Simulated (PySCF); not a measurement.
**[HfF2]2+: a change of charge**

How does [HfF2]2+ respond at fixed geometry? The runs cover a change of charge. The species was built from a template and needn't be a known compound.

Computed with PySCF 2.14.0. Level: PBE0, Hf def2-SVP with ECP60, F def2-SVP; scalar-relativistic core potentials, no spin–orbit coupling.

1 further run of the same task is left out (for a known fault of the program).

## (1) Starting geometry

3 atoms, charge 2, spin multiplicity 1.

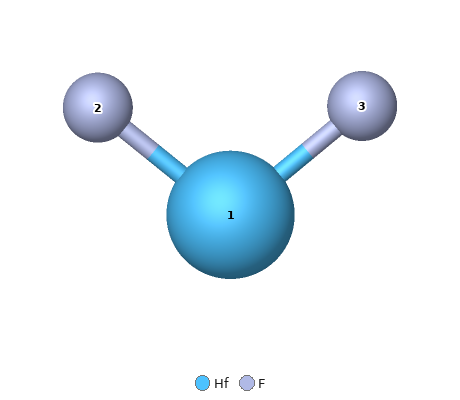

The structure; hafnium blue, fluorine light blue; atoms are numbered from 1 in the order of the file.

Geometry (Å):

```xyz
3
F2Hf
Hf    0.0000    0.0000   -0.3853
F     1.3919    0.0000    0.7530
F    -1.3919    0.0000    0.7530
```

Formal oxidation states: Hf +4. An earlier session relaxed this geometry at PBE0, Hf def2-SVP with ECP60, F def2-SVP (singlet, point group C2v).

Its energy there is -246.607431 Eh.

## (2) One electron removed, multiplicity 2

File run.py (the lines that set the calculation):

```python
mol = gto.M(atom='''
Hf     0.00000     0.00000    -0.38526
F      1.39190     0.00000     0.75299
F     -1.39190     0.00000     0.75299''',
    basis={'Hf': 'def2-SVP', 'F': 'def2-SVP'},
    ecp={'Hf': 'def2-SVP'},
    charge=3, spin=1)
mf = dft.UKS(mol, xc='PBE0')
mf.grids.atom_grid = (50, 194)
mf = mf.density_fit()  # fitting sets: Hf def2-universal-JKFIT, F def2-universal-JKFIT
mf.conv_tol = 1e-08; mf.max_cycle = 55
mf.kernel(dm0)  # dm0: the density of the relaxed state
```

Run with:

```bash
$ OMP_NUM_THREADS=2 python run.py
```

Log:

```text
init E= -246.620441708565
  HOMO = -0.934307306239  LUMO = -0.907344695985  gap/eV = 0.73369
cycle= 1 E= -245.503788191859  delta_E= 1.12  |g|= 0.443  |ddm|= 0.681
  HOMO = -1.37105140696  LUMO = -1.28625507421  gap/eV = 2.30743
cycle= 2 E= -245.429396185207  delta_E= 0.0744  |g|= 0.63  |ddm|= 0.648
  HOMO = -1.25784436442  LUMO = -1.15093624198  gap/eV = 2.90912
cycle= 3 E= -245.576203261374  delta_E= -0.147  |g|= 0.0425  |ddm|= 0.44
  HOMO = -1.24881188728  LUMO = -1.14098075409  gap/eV = 2.93423
cycle= 4 E= -245.57712481286  delta_E= -0.000922  |g|= 0.0109  |ddm|= 0.052
  HOMO = -1.24771691003  LUMO = -1.13790557464  gap/eV = 2.98812
cycle= 5 E= -245.57723216535  delta_E= -0.000107  |g|= 0.00325  |ddm|= 0.0167
  HOMO = -1.24725892218  LUMO = -1.13696604863  gap/eV = 3.00122
cycle= 6 E= -245.577244738795  delta_E= -1.26e-05  |g|= 0.000696  |ddm|= 0.00661
  HOMO = -1.24721296869  LUMO = -1.1369140105  gap/eV = 3.00139
cycle= 7 E= -245.577245474958  delta_E= -7.36e-07  |g|= 0.000298  |ddm|= 0.00157
  HOMO = -1.24717683624  LUMO = -1.1368969722  gap/eV = 3.00087
cycle= 8 E= -245.577245759761  delta_E= -2.85e-07  |g|= 0.000134  |ddm|= 0.00107
  HOMO = -1.24715183301  LUMO = -1.13690376082  gap/eV = 3.00000
cycle= 9 E= -245.577245892577  delta_E= -1.33e-07  |g|= 6.13e-05  |ddm|= 0.000996
  HOMO = -1.24713236831  LUMO = -1.13690239699  gap/eV = 2.99951
cycle= 10 E= -245.577245921319  delta_E= -2.87e-08  |g|= 1.37e-05  |ddm|= 0.000679
  HOMO = -1.24713152712  LUMO = -1.13690180624  gap/eV = 2.99950
cycle= 11 E= -245.577245920962  delta_E= 3.57e-10  |g|= 3.71e-05  |ddm|= 4.4e-05
  HOMO = -1.24713193736  LUMO = -1.13690242415  gap/eV = 2.99950
Extra cycle  E= -245.577245910054  delta_E= 1.09e-08  |g|= 0.00017  |ddm|= 0.000135
converged SCF energy = -245.577245910054  <S^2> = 0.78236024  2S+1 = 2.0321026
```

Wall time 0.7 s (2 threads of Arm Neoverse V2, shared host).

Read off: E = -245.577246 Eh (+28.033 eV from the relaxed state), HOMO -33.94 eV, LUMO -30.94 eV (over both spins), ⟨S²⟩ = 0.782, Mulliken charge on Hf1 +2.50 e. 

## (3) One electron added, multiplicity 2

run.py (the lines that set the calculation), as its differences from that of step 2:

```diff
@@ -6,3 +6,3 @@
     ecp={'Hf': 'def2-SVP'},
-    charge=3, spin=1)
+    charge=1, spin=1)
 mf = dft.UKS(mol, xc='PBE0')
```

Run with:

```bash
$ OMP_NUM_THREADS=2 python run.py
```

Log:

```text
init E= -246.618708889851
  HOMO = -0.633282996134  LUMO = -0.626314952704  gap/eV = 0.18961
cycle= 1 E= -247.11917225629  delta_E= -0.5  |g|= 0.214  |ddm|= 1.42
  HOMO = -0.396018368809  LUMO = -0.282943971785  gap/eV = 3.07691
cycle= 2 E= -247.120666683999  delta_E= -0.00149  |g|= 0.26  |ddm|= 0.679
  HOMO = -0.437755143779  LUMO = -0.313304252102  gap/eV = 3.38648
cycle= 3 E= -247.148403353821  delta_E= -0.0277  |g|= 0.0874  |ddm|= 0.285
  HOMO = -0.449425375334  LUMO = -0.322130763831  gap/eV = 3.46386
cycle= 4 E= -247.15077343011  delta_E= -0.00237  |g|= 0.00891  |ddm|= 0.0602
  HOMO = -0.452272728023  LUMO = -0.323597216509  gap/eV = 3.50144
cycle= 5 E= -247.150863196638  delta_E= -8.98e-05  |g|= 0.00296  |ddm|= 0.0311
  HOMO = -0.452670401398  LUMO = -0.323702260695  gap/eV = 3.50940
cycle= 6 E= -247.150881914625  delta_E= -1.87e-05  |g|= 0.00115  |ddm|= 0.0153
  HOMO = -0.452893311522  LUMO = -0.323905809075  gap/eV = 3.50993
cycle= 7 E= -247.150887003861  delta_E= -5.09e-06  |g|= 0.000288  |ddm|= 0.011
  HOMO = -0.452931618022  LUMO = -0.32395044214  gap/eV = 3.50976
cycle= 8 E= -247.150887394116  delta_E= -3.9e-07  |g|= 8.87e-05  |ddm|= 0.00279
  HOMO = -0.452948155054  LUMO = -0.323974389367  gap/eV = 3.50955
cycle= 9 E= -247.15088745541  delta_E= -6.13e-08  |g|= 2.9e-05  |ddm|= 0.00125
  HOMO = -0.45295785961  LUMO = -0.323983945883  gap/eV = 3.50956
cycle= 10 E= -247.150887460278  delta_E= -4.87e-09  |g|= 5.94e-06  |ddm|= 0.000438
  HOMO = -0.452959094821  LUMO = -0.323985145371  gap/eV = 3.50956
Extra cycle  E= -247.150887460271  delta_E= 6.48e-12  |g|= 1.01e-05  |ddm|= 2.1e-05
converged SCF energy = -247.150887460271  <S^2> = 0.75152219  2S+1 = 2.0015216
```

Run time: 0.7 s. Hardware: 2 threads of Arm Neoverse V2, shared host.

It gives: E = -247.150887 Eh (-14.788 eV from the relaxed state), HOMO -12.33 eV, LUMO -8.82 eV (over both spins), ⟨S²⟩ = 0.752, Mulliken charge on Hf1 +1.40 e. 

## (4) Results

| state | energy from the relaxed state (eV) | ⟨S²⟩ | time |
| --- | --- | --- | --- |
| charge +2, singlet, vacuum (relaxed) | 0 | 0.00 |  |
| charge +1, doublet, vacuum | -14.79 | 0.75 | 0.7 s |
| charge +3, doublet, vacuum | 28.03 | 0.78 | 0.7 s |

An electron taken off or put on is at rest in vacuum. 

Removing an electron vertically costs 28.03 eV (doublet), against −HOMO = 25.14 eV. Adding an electron vertically releases 14.79 eV (doublet). These are double-zeta-type bases without diffuse functions. Spin–orbit coupling is left out.
